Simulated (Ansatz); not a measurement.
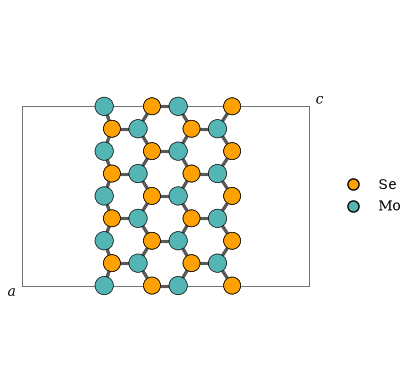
*4 relaxed periods of a body that repeats along c, seen along b; the cell edge a is 21.0 Å long*

Calculation: PBE (plane waves to 420 eV, PAW; Ansatz, an electronic-structure program). Mesh 1×1×20. Collinear spin, started with opposed moments, and moments remain. One-dimensional cell, images about 11 Å apart. A model structure. Only distortions within the start's symmetry and period were free. Values not marked SOC lack spin–orbit coupling. No Hubbard term is applied. Fermi–Dirac width 0.05 eV. The two edges differ, and the field of the images 11 Å away isn't corrected.

Problem. What is drawn, and how wide is it?

Solution. Zigzag MoSe2 nanoribbon, N = 4, bare edges. A hypothetical model, cut from the flat sheet.
It measures about 9 Å across, from nucleus to nucleus.
